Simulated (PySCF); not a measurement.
EPR calculation, with input and output: C3H7FPSi2

System: C3H7FPSi2, multiplicity 2.
Method: UKS B3LYP, pcH-1 on C F H P Si, non-relativistic, mean-field spin-orbit, GIAO (PySCF 2.14.0).

It belongs to a series of runs on one base structure; here: H removed from sp3 C.

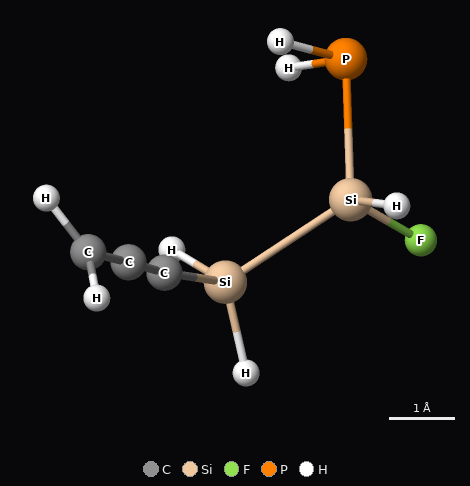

*The input geometry (ball-and-stick view, seen at a tilt).*

## The input
```
{"job": {"kind": "epr", "basis": "pcH-1"}, "charge": 0, "multiplicity": 2}
C     -3.463904     0.646142     0.592712
C     -2.341196     0.253412    -0.025501
C     -1.319733    -0.108770    -0.619856
Si     0.260647    -0.654037    -1.347668
Si     1.798518    -0.864390     0.404369
F      2.917384    -1.927692    -0.099230
P      2.971489     0.943119     1.031503
H     -4.205607    -0.070965     0.897237
H     -3.649081     1.685847     0.796677
H      0.701339     0.355987    -2.326214
H      0.063604    -1.934542    -2.036437
H      1.336563    -1.501105     1.639271
H      3.087366     1.483587    -0.239145
H      1.841932     1.692933     1.310116
```

The first line tells a small driver script what to run in PySCF; the rest is the geometry in Å.

Run on 1 CPU thread, shared host.

Command:
```bash
OMP_NUM_THREADS=1 python <driver script> task.json out
```

## The program's output
```
UKS, coarse grid
  cycle   1  E = -1138.63245345  |g| = 4.98e-01
  cycle   2  E = -1138.51406058  |g| = 7.92e-01
  cycle   3  E = -1138.72100522  |g| = 7.78e-02
  cycle   4  E = -1138.72288111  |g| = 3.52e-02
  cycle   5  E = -1138.72354376  |g| = 9.81e-03
  cycle   6  E = -1138.72359022  |g| = 8.83e-03
  cycle   7  E = -1138.72363890  |g| = 3.38e-03
  cycle   8  E = -1138.72365103  |g| = 1.91e-03
  cycle   9  E = -1138.72365384  |g| = 4.97e-04
UKS, final grid
  cycle   1  E = -1138.72376757  |g| = 4.93e-04
  cycle   2  E = -1138.72376761  |g| = 6.29e-04
  cycle   3  E = -1138.72376784  |g| = 1.17e-04
  cycle   4  E = -1138.72376787  |g| = 1.16e-04
  cycle   5  E = -1138.72376789  |g| = 6.39e-05
  cycle   6  E = -1138.72376789  |g| = 1.56e-05
E = -1138.72376789 Eh   <S^2> = 0.7697 (exact 0.7500)
g shifts (ppm)      1          2          3
  rmc          -139       -139       -139
  gc             -1         16         31
  oz_so          27        711       1094
  total        -113        587        986
hyperfine (MHz)  atom isotope    a_iso     a_fc   dipolar eigenvalues
    0   13C      59.10      59.17    -56.72    -55.69    112.41
    1   13C     -59.76     -59.80    -21.86     -1.49     23.34
    2   13C      46.87      46.92    -45.21    -34.64     79.85
    3  29Si      26.80      26.85     -1.51      0.37      1.14
    4  29Si     -56.39     -56.44     -7.52      3.60      3.93
    5   19F      20.71      20.58    -11.69    -10.78     22.47
    6   31P      -0.15      -0.12     -3.10     -2.56      5.67
    7    1H     -50.11     -50.12    -26.17     -0.94     27.12
    8    1H     -50.09     -50.10    -26.19     -0.94     27.13
    9    1H      20.75      20.75     -1.90     -1.45      3.35
   10    1H      15.03      15.03     -1.86     -1.50      3.36
   11    1H      -1.00      -1.00     -1.16     -0.62      1.78
   12    1H       0.84       0.84     -0.53     -0.44      0.96
   13    1H      -0.29      -0.29     -0.94     -0.54      1.48
```

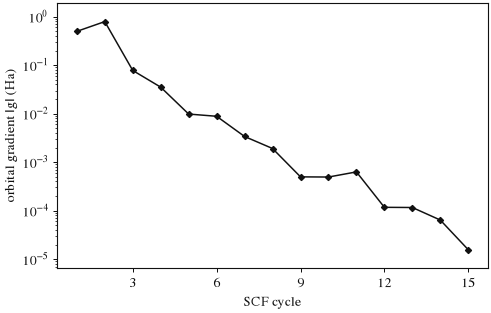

*Convergence of the self-consistent field: orbital gradient |g| against the SCF cycle.*

All cycles printed in the log are drawn one after another.

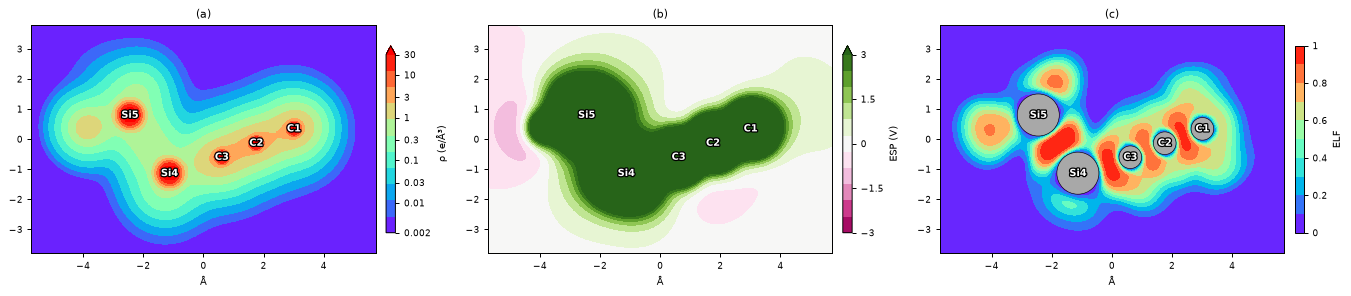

*(a) total electron density; (b) electrostatic potential; (c) ELF on the plane of atoms C3, Si4 and Si5. Grey discs, where drawn, cover atomic cores.*

Atoms in the plane: C and Si. C–C (1.24 Å): ρ at the midpoint is about 2.6 e/Å³; the ELF peaks at about 0.85 between the atoms; a multiple bond by its length, whose ELF region spreads away from the axis. Si–Si (2.34 Å): ρ at the midpoint is about 0.67 e/Å³; the ELF peaks at about 1 between the atoms, which marks a covalent bond.

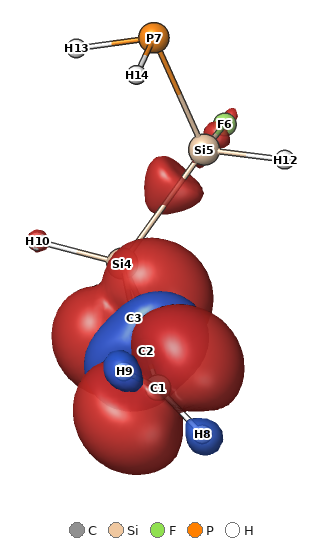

*Isosurfaces of the spin density (α minus β) at +0.015 (red) and −0.015 e/Å³ (blue), seen at an oblique angle.*

The unpaired spin (1 electron) lies mostly on C1 (about 0.5) and C3 (about 0.4), in electrons by Hirshfeld's partition.

## Results in brief

```csv
quantity,value
outcome,converged
total energy,−1138.723768 hartree
⟨S²⟩,0.770
isotropic g,2.0028
wall time,1.7 min
peak memory,0.95 GiB
```
